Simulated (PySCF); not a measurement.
# H2O+ (SMILES [OH2+]): UMP2/6-31G(d) (spherical functions)

What is the vertical ionisation energy of H2O+ at UMP2/6-31G* (spherical functions)? The job is set up through a Python script.

The calculation is run with PySCF 2.14.0.

4 further runs of the same task are left out: 4 set aside as unsound or not needed.

**1. The molecule**

H2O+ has 3 atoms, charge +1, and is taken as a doublet. As SMILES, `[OH2+]`. The shape is that of a GFN2-xTB optimisation.

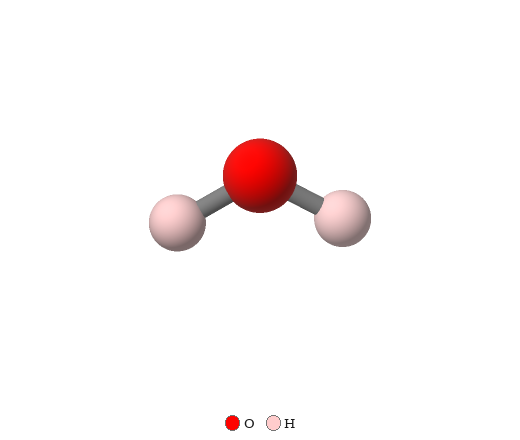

The structure, seen from a chosen angle (oxygen red, hydrogen pink).

**2. The energy at UMP2/6-31G(d) (spherical functions)**

The input, job.py:

```python
from pyscf import gto, mp

mol = gto.M(
    atom='''
O     -0.487039     0.322028    -0.226200
H      0.926004     1.243969     0.643697
H     -0.438964    -1.566016    -0.417516
''',
    charge=1,
    unit='bohr',
    verbose=3,
    max_memory=1860,
    basis='6-31g*',
    spin=1,
)

mf = mol.UHF()
mf.conv_tol = 1e-10
mf.kernel()
if not mf.converged:
    mf = mf.newton().run(mf.mo_coeff, mf.mo_occ)

pt = mp.MP2(mf, frozen=1).run()
etot = pt.e_tot
print('E = %.10f Eh' % etot)
```

Started as:

```
OMP_NUM_THREADS=1 python job.py
```

The log of the run:

```text
converged SCF energy = -75.6114336037038  <S^2> = 0.75761815  2S+1 = 2.0076037
E(UMP2) = -75.7492099773491  E_corr = -0.137776373645346
E(SCS-UMP2) = -75.7484356117547  E_corr = -0.137002008050914
E = -75.7492099773 Eh
```

It took 0.82 s on 1 thread of Intel Xeon Platinum 8259CL at 2.50GHz (Skylake/Cascade Lake), shared host; peak memory 0.12 GiB.

**3. Singlet [H2O]2+**

The input, input.py:

```python
from pyscf import gto, scf, mp

mol = gto.M(
    atom='O -0.257730 0.170410 -0.119700; H 0.490020 0.658280 0.340630; H -0.232290 -0.828700 -0.220940',
    verbose=3,
    basis='6-31g*',
    charge=2,
    max_memory=1860,
)

hf = scf.RHF(mol)
hf.conv_tol = 1e-10
hf.kernel()
if not hf.converged:
    hf = hf.newton().run(hf.mo_coeff, hf.mo_occ)

pt = mp.MP2(hf, frozen=1).run()
e_final = pt.e_tot
print('E = %.10f Eh' % e_final)
```

Started as:

```
OMP_NUM_THREADS=1 python input.py
```

The log of the run:

```text
converged SCF energy = -74.5963109167567
E(RMP2) = -74.7061167028494  E_corr = -0.109805786092718
E(SCS-RMP2) = -74.71140611162  E_corr = -0.11509519486325
E = -74.7061167028 Eh
```

Run time: 0.8 s. Hardware: 1 thread of Intel Xeon Platinum 8259CL at 2.50GHz (Skylake/Cascade Lake), shared host; peak memory 0.12 GiB.

**4. Summary of results**

At UMP2/6-31G* (spherical functions), 1 core orbital frozen:

| quantity | value |
| --- | --- |
| doublet H2O+: total energy | -75.74921 Eh |
| doublet H2O+: HOMO energy (Hartree–Fock orbitals) (highest over α and β) | -27.28 eV |
| doublet H2O+: LUMO energy (Hartree–Fock orbitals) (lowest over α and β) | -8.17 eV |
| doublet H2O+: correlation energy (1 core orbital frozen) | -137.8 mEh |
| doublet H2O+: ⟨S²⟩ of the reference determinant | 0.758 |
| singlet [H2O]2+: total energy | -74.70612 Eh |
| singlet [H2O]2+: HOMO energy (Hartree–Fock orbitals) | -43.52 eV |
| singlet [H2O]2+: LUMO energy (Hartree–Fock orbitals) | -25.26 eV |
| singlet [H2O]2+: HOMO–LUMO gap (Hartree–Fock orbitals) | 18.26 eV |
| singlet [H2O]2+: correlation energy (1 core orbital frozen) | -109.8 mEh |
| vertical ionisation energy (to the singlet dication) | 28.384 eV |

**Reading.** Removing an electron at fixed nuclei costs 28.38 eV (655 kcal/mol). Only the singlet of the ionised species was computed; a triplet could lie lower. Mulliken charges (doublet H2O+) of the mean-field density run from -0.26 on O1 to +0.63 on H2; they depend strongly on the basis.
